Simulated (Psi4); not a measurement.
**r2SCAN/def2-TZVPP run of AlH2F (SMILES [H][Al]([H])[F])**

What is the vertical ionisation energy of AlH2F at r2SCAN/def2-TZVPP? 

Program for the calculation: Psi4 1.11.

## Step 1: The structure to begin with

AlH2F has 4 atoms, charge 0, and is taken as a singlet. As SMILES, `[H][Al]([H])[F]`. Geometry: a GFN2-xTB relaxation, a rough one for these elements and not checked as a minimum.

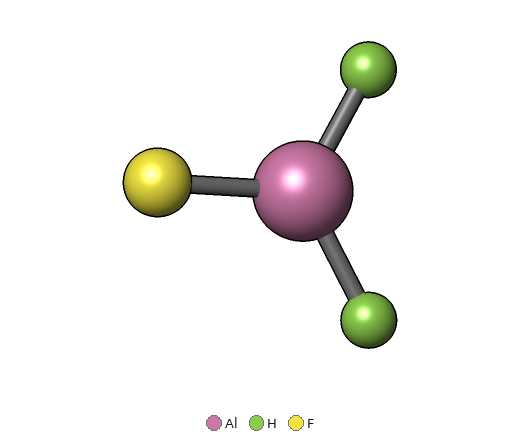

Viewed from a chosen angle; aluminium pink, hydrogen green, fluorine yellow.

## Step 2: Energy and forces at r2SCAN/def2-TZVPP

job.json

```json
{
 "schema_name": "qcschema_input",
 "schema_version": 1,
 "molecule": {
  "schema_name": "qcschema_molecule",
  "schema_version": 2,
  "symbols": ["Al", "H", "H", "F"],
  "geometry": [0.03703863, 0.06175625, 0.00177634, 2.92323624, -0.03376941, 0.02660734, -1.39648871, 2.56779765, -0.03669848, -1.56378616, -2.5957845, 0.00831479],
  "molecular_charge": 0,
  "molecular_multiplicity": 1,
  "fix_symmetry": "c1",
  "fix_com": true,
  "fix_orientation": true
 },
 "driver": "gradient",
 "model": {
  "method": "r2scan",
  "basis": "def2-TZVPP"
 },
 "keywords": {
  "reference": "rks",
  "puream": true,
  "e_convergence": 1e-09,
  "d_convergence": 1e-08,
  "scf_type": "pk",
  "dft_radial_points": 99,
  "dft_spherical_points": 590
 }
}
```

Run with:

```sh
$ psi4 --qcschema job.json -n 1 --memory 1600MB
```

stdout:

```text
[...]
  Running in c1 symmetry.
[...]
  Nuclear repulsion =   50.398213586904838
[...]
  Multiplicity = 1
[...]
  Nalpha       = 12
  Nbeta        = 12
[...]
    Number of basis functions: 101
[...]
   @RKS iter   1:  -343.41186338372387   -4.33924e-01   5.50559e-03 ADIIS/DIIS
[...]
   @RKS iter  10:  -343.51026801976496   -3.06954e-12   1.85399e-09 DIIS
[...]
    Orbital Energies [Eh]
    ---------------------
    Doubly Occupied:
       1A    -55.762891     2A    -24.451724     3A     -4.076841
       4A     -2.620429     5A     -2.611883     6A     -2.609701
       7A     -1.106720     8A     -0.429872     9A     -0.372181
      10A     -0.371188    11A     -0.355225    12A     -0.286127
[...]
  @RKS Final Energy:  -343.51026801976496
   => Energetics <=
    Nuclear Repulsion Energy =             50.3982135869048378
    One-Electron Energy =                -578.5639515856355501
    Two-Electron Energy =                 214.5318387655835579
    DFT Exchange-Correlation Energy =     -29.8763687866177996
    Empirical Dispersion Energy =           0.0000000000000000
    VV10 Nonlocal Energy =                  0.0000000000000000
    Total Energy =                       -343.5102680197649647
[...]
 Multipole Moments:
 ------------------------------------------------------------------------------------
     Multipole            Electronic (a.u.)      Nuclear  (a.u.)        Total (a.u.)
 ------------------------------------------------------------------------------------
 L = 1.  Multiply by 2.5417464519 to convert [e a0] to [Debye]
 Dipole X            :         12.2953326          -12.0658257            0.2295069
 Dipole Y            :         20.4065974          -20.0252010            0.3813964
 Dipole Z            :         -0.0861011            0.0878344            0.0017333
 Magnitude           :                                                    0.4451288
[...]
  -Total Gradient:
     Atom            X                  Y                   Z
    ------   -----------------  -----------------  -----------------
       1        0.001828593895     0.003191396593     0.000104878030
       2       -0.013679726691     0.003215527003    -0.000194384795
       3        0.009284400125    -0.010669095827     0.000142722708
       4        0.002505938795     0.004160879412    -0.000053227300
[...]
```

The result, in JSON:

```text
{
 "driver": "gradient",
 "model": {
  "method": "r2scan",
  "basis": "def2-TZVPP"
 },
 "success": true,
 "return_result": [0.0018285938954966385, 0.0031913965927195254, 0.0001048780300352341, -0.013679726690944402, 0.0032155270030619415, -0.000194384795363801, 0.009284400124586353, -0.010669095826715769, 0.00014272270823029653, 0.002505938794555726, 0.00416087941188073, -5.3227299850873064e-05],
 "properties": {
  "calcinfo_nbasis": 101,
  "calcinfo_nmo": 101,
  "calcinfo_nalpha": 12,
  "calcinfo_nbeta": 12,
  "calcinfo_natom": 4,
  "nuclear_repulsion_energy": 50.39821358690484,
  "return_energy": -343.51026801976496,
  "return_gradient": [0.0018285938954966385, 0.0031913965927195254, 0.0001048780300352341, -0.013679726690944402, 0.0032155270030619415, -0.000194384795363801, 0.009284400124586353, -0.010669095826715769, 0.00014272270823029653, 0.002505938794555726, 0.00416087941188073, -5.3227299850873064e-05],
  "scf_one_electron_energy": -578.5639515856356,
  "scf_two_electron_energy": 214.53183876558356,
  "scf_xc_energy": -29.8763687866178,
  "scf_dipole_moment": [0.22950688365428817, 0.3813964094235125, 0.0017332544055144866],
  "scf_total_energy": -343.51026801976496,
  "scf_total_gradient": [0.0018285938954966385, 0.0031913965927195254, 0.0001048780300352341, -0.013679726690944402, 0.0032155270030619415, -0.000194384795363801, 0.009284400124586353, -0.010669095826715769, 0.00014272270823029653, 0.002505938794555726, 0.00416087941188073, -5.3227299850873064e-05],
  "scf_iterations": 10
 }
}
```

Run time: 26 s. Hardware: 1 thread of Intel Xeon 6975P-C (Granite Rapids), shared host; peak memory 0.76 GiB.

## Step 3: The doublet cation at the same level

input.inp

```
memory 1600 mb

molecule {
  1 2
  Al     0.019600     0.032680     0.000940
  H      1.546910    -0.017870     0.014080
  H     -0.738990     1.358820    -0.019420
  F     -0.827520    -1.373630     0.004400
  symmetry c1
  no_reorient
  no_com
}

set {
  basis def2-TZVPP
  reference uks
  puream true
  e_convergence 1e-09
  d_convergence 1e-08
  scf_type pk
  dft_radial_points 99
  dft_spherical_points 590
  maxiter 200
}

result, w = gradient('r2scan', return_wfn=True)
oeprop(w, 'LOWDIN_CHARGES', 'WIBERG_LOWDIN_INDICES', 'MAYER_INDICES', title='R2SCAN')
```

Run with:

```sh
$ psi4 input.inp input.out -n 1
```

input.out:

```text
[...]
  Running in c1 symmetry.
[...]
  Nuclear repulsion =   50.398213572615205
[...]
  Multiplicity = 2
[...]
  Nalpha       = 12
  Nbeta        = 11
[...]
    Number of basis functions: 101
[...]
   @UKS iter   1:  -343.00658716520104   -2.86472e-02   5.19337e-03 ADIIS/DIIS
[...]
   @UKS iter  12:  -343.09472996329248   -8.28209e-11   9.78942e-09 DIIS
[...]
   @S^2 Observed:                7.689649307E-01
[...]
    Orbital Energies [Eh]
    ---------------------
    Alpha Occupied:
       1A    -56.079285     2A    -24.717428     3A     -4.390034
       4A     -2.931619     5A     -2.927585     6A     -2.923257
       7A     -1.364020     8A     -0.724368     9A     -0.654724
      10A     -0.647785    11A     -0.618707    12A     -0.615413
    Alpha Virtual:
      13A     -0.304783    14A     -0.252350    15A     -0.217681
      16A     -0.120339    17A     -0.107947    18A     -0.075644
      19A     -0.030169    20A     -0.017336    21A      0.006986
      22A      0.026655    23A      0.068180    24A      0.110773
      25A      0.143631    26A      0.186871    27A      0.208100
[...]
  @UKS Final Energy:  -343.09472996329248
   => Energetics <=
    Nuclear Repulsion Energy =             50.3982135726152052
    One-Electron Energy =                -571.6153679075882792
    Two-Electron Energy =                 207.6724164864390048
    DFT Exchange-Correlation Energy =     -29.5499921147584068
    Empirical Dispersion Energy =           0.0000000000000000
    VV10 Nonlocal Energy =                  0.0000000000000000
    Total Energy =                       -343.0947299632924796
[...]
 Multipole Moments:
 ------------------------------------------------------------------------------------
     Multipole            Electronic (a.u.)      Nuclear  (a.u.)        Total (a.u.)
 ------------------------------------------------------------------------------------
 L = 1.  Multiply by 2.5417464519 to convert [e a0] to [Debye]
 Dipole X            :         12.6033600          -12.0658257            0.5375342
 Dipole Y            :         20.9169265          -20.0252010            0.8917255
 Dipole Z            :         -0.0874264            0.0878345            0.0004081
 Magnitude           :                                                    1.0412097
[...]
  -Total Gradient:
     Atom            X                  Y                   Z
    ------   -----------------  -----------------  -----------------
       1        0.030905685166     0.051398905583    -0.000171745665
       2       -0.035308339851    -0.004090741671    -0.000273662588
       3        0.012917658459    -0.033183854401     0.000433587461
       4       -0.008544408500    -0.014173313384     0.000011300968
[...]
```

Wall time 43 s (1 thread of Intel Xeon 6975P-C (Granite Rapids), shared host); peak memory 0.76 GiB.

## Step 4: Outcome

Level: r2SCAN/def2-TZVPP.

```
                                          quantity          value
                       singlet AlH2F: total energy  -343.51027 Eh
                      singlet AlH2F: dipole moment         1.13 D
                        singlet AlH2F: HOMO energy       -7.79 eV
                        singlet AlH2F: LUMO energy       -1.70 eV
                      singlet AlH2F: HOMO–LUMO gap        6.09 eV
           singlet AlH2F: largest force on an atom     0.727 eV/Å
                      doublet cation: total energy  -343.09473 Eh
doublet cation: HOMO energy (highest over α and β)      -16.67 eV
 doublet cation: LUMO energy (lowest over α and β)      -14.74 eV
                              doublet cation: ⟨S²⟩          0.769
          doublet cation: largest force on an atom     3.084 eV/Å
vertical ionisation energy (to the doublet cation)      11.307 eV
```

**Reading.** Removing an electron at fixed nuclei costs 11.31 eV (1091 kJ/mol). The largest force (singlet AlH2F) is 0.73 eV/Å: the shape isn't a stationary point for this species at this level. The negative HOMO energy of the first species, 7.79 eV, lies 3.52 eV below that difference.
